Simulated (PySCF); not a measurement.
C₃H₁₄Si₃

Input

```
{"job": {"kind": "uv", "xc": "wB97X-D", "basis": "def2-SVPD", "nstates": 8, "ntriplets": 3}, "charge": 0, "multiplicity": 1}
C      2.225870    -0.527011     0.760142
C      1.097754    -1.149187    -0.051377
Si    -0.438016     0.003213    -0.192683
C     -1.697814    -0.976009    -1.257915
Si    -1.367688     0.331414     1.926643
Si     0.157938     1.929498    -1.375201
H      3.083262    -1.196063     0.817802
H      2.556874     0.405829     0.307539
H      1.895219    -0.313518     1.774624
H      0.811927    -2.097967     0.408218
H      1.472246    -1.394191    -1.047791
H     -1.295328    -1.216955    -2.238111
H     -1.989610    -1.910811    -0.787013
H     -2.601271    -0.393221    -1.412360
H     -0.374001     0.728997     2.930170
H     -2.366421     1.405264     1.902389
H     -2.050405    -0.841109     2.486338
H      0.685696     1.681616    -2.722280
H      1.181268     2.719473    -0.681764
H     -0.992649     2.821415    -1.550407
```

Command:

```sh
OMP_NUM_THREADS=1 python probes_run.py task.json out
```

Geometry: GFN2-xTB.

Method: wB97X-D/def2-SVPD, SCF density, gas phase (PySCF).

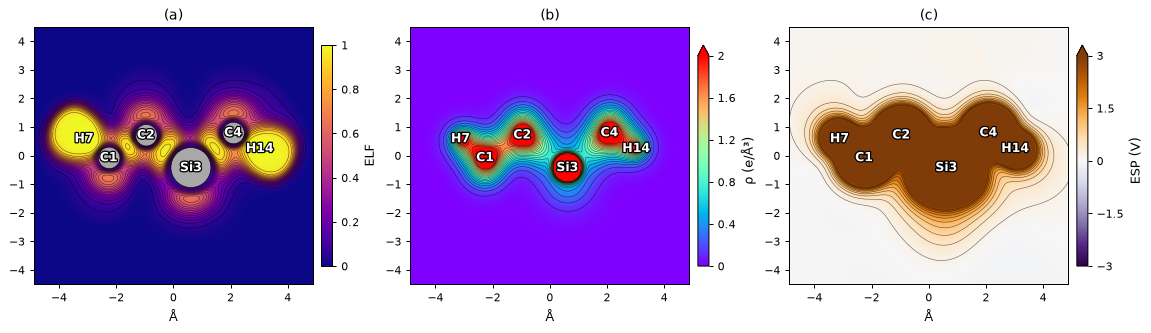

Figure 1. (a) electron localisation function; (b) electron density; (c) molecular electrostatic potential on the plane of atoms C2, C1 and H7. Grey discs cover the atomic cores in the ELF map.

What does the map show?

Answer. The section cuts through C, Si and H sites.
C–C (1.52 Å): ρ at the midpoint is about 1.6 e/Å³; the ELF peaks at about 0.95 between the atoms (a shared electron pair).
C–Si (1.92 Å): ρ is about 0.89 e/Å³ halfway; the ELF peaks at about 0.95 between the atoms (a shared electron pair).
C–H (1.09 Å): the density is about 1.9 e/Å³ at the midpoint; the ELF climbs to about 1 towards the hydrogen, as it does in any bond to H; an ordinary covalent bond to hydrogen.
The potential has no marked negative region in this plane.

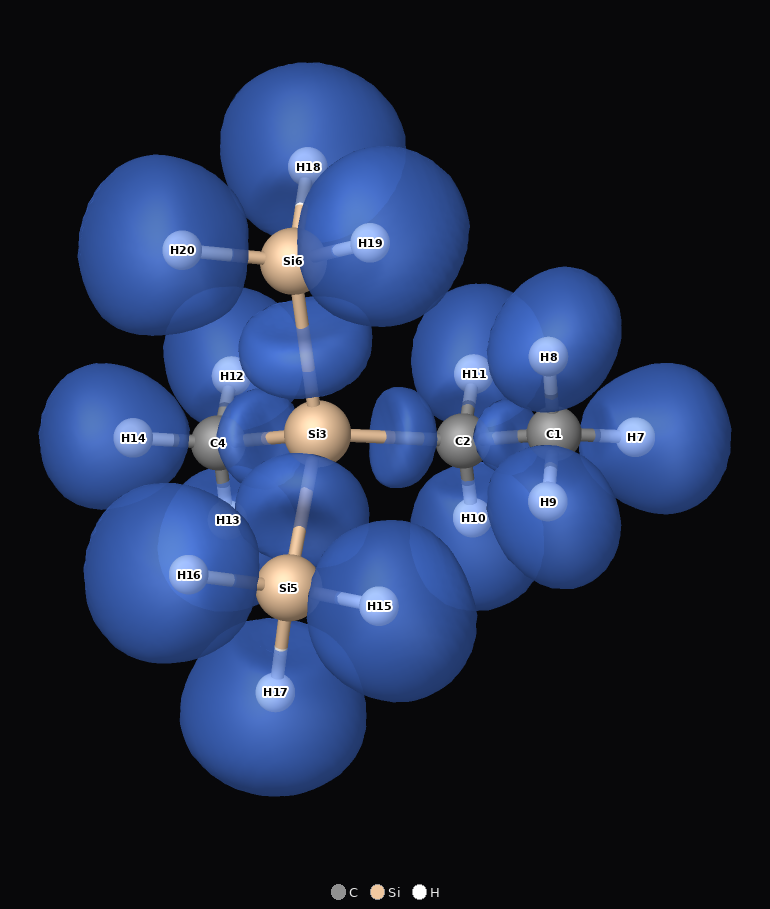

Figure 2. Isosurface of the ELF at 0.8 (blue), seen across its widest extent. Core shells and regions of very low density are left out.

What do the ELF domains correspond to?

Answer. At this value the surface marks out one region between bonded C–C atoms (shared pairs), two regions between bonded C–Si atoms (shared pairs), two regions between bonded Si–Si atoms (shared pairs) and 14 regions around hydrogen nuclei.

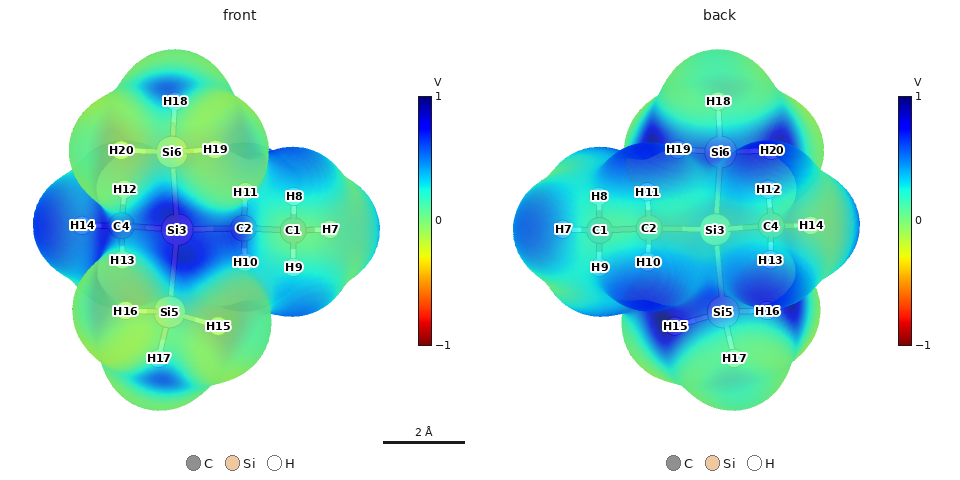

Figure 3. The molecular electrostatic potential painted on the density surface at 0.002 e/bohr³, seen from the front and from behind; the colour scale runs from red (negative) to blue (positive).

Where is the surface potential most negative and most positive?

Answer. The most negative region (about −0.1 V) lies over H15, H16, H19 and H20, the most positive (about +0.9 V, or +21 kcal/mol for a unit charge) over Si5 and Si6.

How polar is the molecule by this calculation?

Answer. Its dipole moment is 1.11 D.
